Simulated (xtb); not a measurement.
# CH$_{7}$GaN$_{2}$O: frequency calculation (part 2 of 2)

Continued. System: CH$_{7}$GaN$_{2}$O, SMILES C[O][Ga]([NH2])[NH2]. Method: GFN1-xTB (xtb 6.7.1). The geometry was optimised with GFN1-xTB. The settings are looser than a standard set-up, so the numbers are not reference values.

Geometry of the input (Å):
```
C  -1.4199  0.2061  1.7249
O  -0.7811  -0.4635  0.6544
Ga 0.4519  -0.2007  -0.6140
N  1.2761  1.4628  -0.7896
N  0.7500  -1.7121  -1.6439
H  -2.4969  0.2975  1.5259
H  -1.2937  -0.3665  2.6547
H  -1.0219  1.2178  1.8956
H  2.2002  1.4490  -1.2013
H  1.3311  2.0072  0.0614
H  1.0346  -1.5411  -2.6000
H  -0.0303  -2.3564  -1.6681
```

Output, continued
```
  Mulliken/CM5 charges         n(s)   n(p)   n(d)
     1c     0.18994  0.07254   0.964  2.846  0.000
     2o    -0.52371 -0.61325   1.637  4.887  0.000
     3ga    0.58155  0.72835   1.063  1.036  0.320
     4n    -0.54157 -0.97593   1.460  4.081  0.000
     5n    -0.52779 -0.96345   1.458  4.069  0.000
     6h     0.00997  0.06776   0.990  0.000  0.000
     7h     0.00989  0.06769   0.990  0.000  0.000
     8h     0.00569  0.06334   0.994  0.000  0.000
     9h     0.19539  0.38438   0.805  0.000  0.000
    10h     0.19989  0.38917   0.800  0.000  0.000
    11h     0.19437  0.38334   0.806  0.000  0.000
    12h     0.20638  0.39607   0.794  0.000  0.000

Wiberg/Mayer (AO) data.
largest (>0.10) Wiberg bond orders for each atom

 ---------------------------------------------------------------------------
     #   Z sym  total        # sym  WBO       # sym  WBO       # sym  WBO
 ---------------------------------------------------------------------------
     1   6 c    3.939 --     6 h    0.980     7 h    0.980     8 h    0.977
                             2 o    0.957
     2   8 o    2.126 --     3 ga   0.994     1 c    0.957
     3  31 ga   3.285 --     5 n    1.080     4 n    1.053     2 o    0.994
     4   7 n    3.094 --     3 ga   1.053     9 h    0.927    10 h    0.926
                             5 n    0.109
     5   7 n    3.106 --     3 ga   1.080    11 h    0.927    12 h    0.923
                             4 n    0.109
     6   1 h    1.016 --     1 c    0.980
     7   1 h    1.017 --     1 c    0.980
     8   1 h    1.009 --     1 c    0.977
     9   1 h    0.965 --     4 n    0.927
    10   1 h    0.962 --     4 n    0.926
    11   1 h    0.965 --     5 n    0.927
    12   1 h    0.960 --     5 n    0.923
 ---------------------------------------------------------------------------

Topologies differ in total number of bonds
Writing topology from bond orders to xtbtopo.mol

 dipole moment from electron density (au)
     X       Y       Z
   0.3927   0.5267  -0.1900  total (Debye):    1.738

           -------------------------------------------------
          |               Frequency Printout                |
           -------------------------------------------------
Molecule has no symmetry elements
It seems to be the C1 point group
 projected vibrational frequencies (cm⁻¹)
eigval :       -0.00    -0.00    -0.00     0.00     0.00     0.00
eigval :       45.06    83.28   100.77   119.47   121.82   196.51
eigval :      210.74   225.80   418.05   475.35   486.58   559.33
eigval :      602.22   664.15   713.35  1134.27  1187.04  1190.54
eigval :     1456.78  1488.65  1489.91  1497.33  1501.54  2932.22
eigval :     2958.58  2968.42  3403.15  3408.36  3466.61  3469.97
 reduced masses (amu)
   1: 18.34   2: 29.56   3: 12.01   4: 36.86   5: 29.84   6: 38.87   7:  1.54   8: 14.34
   9: 12.66  10: 33.55  11: 19.66  12: 17.73  13:  2.72  14:  2.79  15: 12.93  16:  9.55
  17: 12.12  18: 15.73  19: 27.58  20:  2.82  21:  3.71  22: 13.88  23:  3.90  24:  3.69
  25:  2.34  26:  1.50  27:  1.44  28:  2.15  29:  2.16  30:  1.53  31:  1.65  32:  1.98
  33:  1.55  34:  1.55  35:  2.09  36:  2.09
 IR intensities (km·mol⁻¹)
   1:  0.48   2:  0.20   3:  0.60   4:  0.06   5:  0.07   6:  0.14   7:  0.75   8:  2.73
   9: 16.57  10: 31.30  11:  7.88  12: 24.50  13:105.63  14: 37.48  15:  6.14  16:418.12
  17:301.76  18: 32.97  19:173.05  20: 59.62  21:166.27  22:194.30  23:  2.31  24:  0.47
  25:  4.12  26:  2.38  27:  3.34  28: 49.30  29: 60.45  30: 64.65  31: 71.73  32: 58.06
  33:  1.84  34:  0.88  35:  8.15  36:  9.43
 Raman intensities (Ä⁴*amu⁻¹)
   1:  0.00   2:  0.00   3:  0.00   4:  0.00   5:  0.00   6:  0.00   7:  0.00   8:  0.00
   9:  0.00  10:  0.00  11:  0.00  12:  0.00  13:  0.00  14:  0.00  15:  0.00  16:  0.00
  17:  0.00  18:  0.00  19:  0.00  20:  0.00  21:  0.00  22:  0.00  23:  0.00  24:  0.00
  25:  0.00  26:  0.00  27:  0.00  28:  0.00  29:  0.00  30:  0.00  31:  0.00  32:  0.00
  33:  0.00  34:  0.00  35:  0.00  36:  0.00
 output can be read by thermo (or use thermo option).
 writing <g98.out> molden fake output.
 recommended (thermochemical) frequency scaling factor: 1.0
           -------------------------------------------------
          |             Thermodynamic Functions             |
           -------------------------------------------------

c1  symmetry found (for desy threshold:  0.10E+00) used in thermo

          ...................................................
          :                      SETUP                      :
          :.................................................:
          :  # frequencies                          30      :
          :  # imaginary freq.                       0      :
          :  linear?                             false      :
          :  only rotor calc.                    false      :
          :  symmetry                               c1      :
          :  rotational number                       1      :
          :  scaling factor                  1.0000000      :
          :  rotor cutoff                   50.0000000 cm⁻¹ :
          :  imag. cutoff                  -20.0000000 cm⁻¹ :
          :.................................................:

    mode    ω/cm⁻¹     T·S(HO)/kcal·mol⁻¹    T·S(FR)/kcal·mol⁻¹   T·S(vib)
   ------------------------------------------------------------------------
       1     45.06    -1.49772 ( 39.74%)    -1.08685 ( 60.26%)    -1.25011
       2     83.28    -1.13653 ( 88.50%)    -0.90510 ( 11.50%)    -1.10992
       3    100.77    -1.02547 ( 94.28%)    -0.84870 (  5.72%)    -1.01536
       4    119.47    -0.92694 ( 97.02%)    -0.79831 (  2.98%)    -0.92311
       5    121.82    -0.91569 ( 97.24%)    -0.79253 (  2.76%)    -0.91229
       6    196.51    -0.64564 ( 99.58%)    -0.65096 (  0.42%)    -0.64566
       7    210.74    -0.60740 ( 99.68%)    -0.63025 (  0.32%)    -0.60747
       8    225.80    -0.57010 ( 99.76%)    -0.60982 (  0.24%)    -0.57019
   ------------------------------------------------------------------------

   temp. (K)  partition function   enthalpy   heat capacity  entropy
                                   cal/mol     cal/K/mol   cal/K/mol   J/K/mol
 298.15  VIB  0.140E+04             4266.604     23.338     27.724
         ROT  0.190E+06              888.752      2.981     27.135
         INT  0.265E+09             5155.357     26.319     54.859
         TR   0.148E+28             1481.254      4.968     40.545
         TOT                        6636.6105    31.2867    95.4038   399.1693

       T/K    H(0)-H(T)+PV         H(T)/Eh          T*S/Eh         G(T)/Eh
   ------------------------------------------------------------------------
    298.15    0.105761E-01    0.984584E-01    0.453294E-01    0.531290E-01
   ------------------------------------------------------------------------

         :::::::::::::::::::::::::::::::::::::::::::::::::::::
         ::                  THERMODYNAMIC                  ::
         :::::::::::::::::::::::::::::::::::::::::::::::::::::
         :: total free energy         -18.284521648028 Eh   ::
         ::.................................................::
         :: total energy              -18.337650632950 Eh   ::
         :: zero point energy           0.087882273504 Eh   ::
         :: G(RRHO) w/o ZPVE           -0.034753288581 Eh   ::
         :: G(RRHO) contrib.            0.053128984923 Eh   ::
         :::::::::::::::::::::::::::::::::::::::::::::::::::::

           -------------------------------------------------
          | TOTAL ENERGY              -18.337650632950 Eh   |
          | TOTAL ENTHALPY            -18.239192247494 Eh   |
          | TOTAL FREE ENERGY         -18.284521648028 Eh   |
          | GRADIENT NORM               0.000048495175 Eh/α |
          | HOMO-LUMO GAP               5.299384448998 eV   |
           -------------------------------------------------

------------------------------------------------------------------------
------------------------------------------------------------------------
 total:
 *  cpu-time:     0 d,  0 h,  0 min,  1.614 sec
 * ratio c/w:     0.996 speedup
 SCF:
 *  cpu-time:     0 d,  0 h,  0 min,  0.028 sec
 * ratio c/w:     0.974 speedup
 analytical hessian:
 *  cpu-time:     0 d,  0 h,  0 min,  1.566 sec
 * ratio c/w:     0.996 speedup
```

File vibspectrum
```
$vibrational spectrum
#  mode     symmetry     wave number   IR intensity    selection rules
#                         cm**(-1)      (km*mol⁻¹)        IR
     1                      -0.00         0.00000          -
     2                      -0.00         0.00000          -
     3                      -0.00         0.00000          -
     4                       0.00         0.00000          -
     5                       0.00         0.00000          -
     6                       0.00         0.00000          -
     7        a             45.06         0.75107         YES
     8        a             83.28         2.72885         YES
     9        a            100.77        16.57407         YES
    10        a            119.47        31.29668         YES
    11        a            121.82         7.88439         YES
    12        a            196.51        24.49897         YES
    13        a            210.74       105.63180         YES
    14        a            225.80        37.48297         YES
    15        a            418.05         6.14340         YES
    16        a            475.35       418.11763         YES
    17        a            486.58       301.76134         YES
    18        a            559.33        32.96644         YES
    19        a            602.22       173.05384         YES
    20        a            664.15        59.62189         YES
    21        a            713.35       166.27246         YES
    22        a           1134.27       194.30446         YES
    23        a           1187.04         2.30773         YES
    24        a           1190.54         0.47295         YES
    25        a           1456.78         4.12062         YES
    26        a           1488.65         2.38121         YES
    27        a           1489.91         3.34348         YES
    28        a           1497.33        49.30018         YES
    29        a           1501.54        60.44940         YES
    30        a           2932.22        64.64985         YES
    31        a           2958.58        71.73362         YES
    32        a           2968.42        58.06478         YES
    33        a           3403.15         1.83871         YES
    34        a           3408.36         0.87782         YES
    35        a           3466.61         8.15379         YES
    36        a           3469.97         9.42562         YES
$end
```

Standard error
```
normal termination of xtb
```

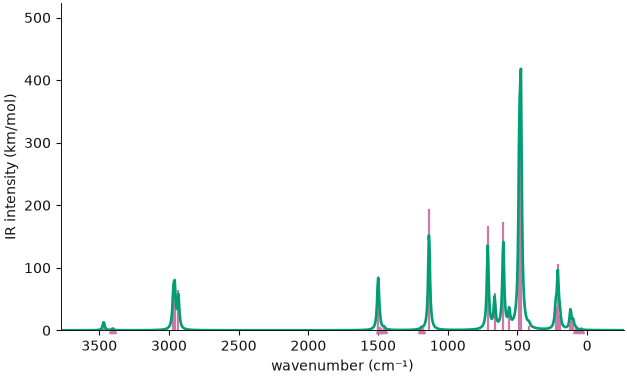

*Harmonic infrared spectrum, unscaled: sticks (degenerate modes added up, dark ones marked on the axis) with a Lorentzian envelope of 16 cm⁻¹ full width, scaled to the tallest stick.*

30 modes from 45 to 3470 cm⁻¹, none imaginary. The strongest line is at 475 cm⁻¹ (418 km/mol).

Summary

| quantity | value |
| --- | --- |
| outcome | converged |
| electrons treated | 30 |
| total energy | −18.337651 hartree |
| dispersion energy | −0.003130 hartree |
| basis functions | 40 |
| HOMO | −10.60 eV |
| LUMO | −5.30 eV |
| zero-point energy | 0.087882 hartree |
| dipole moment | 1.74 D |
| wavenumbers, lowest and highest | 45 and 3470 cm⁻¹ |
| wall time | 1.7 s |
| peak memory | 0.072 GiB |

Notes

Settings chosen away from the usual ones: method = gfn1-xtb; task = frequencies; x = {"hess_scc_accuracy": 100}; geo = {"prev": "A"}. These settings are looser than, or depart from, a standard set-up, so the numbers are not reference values for this system.
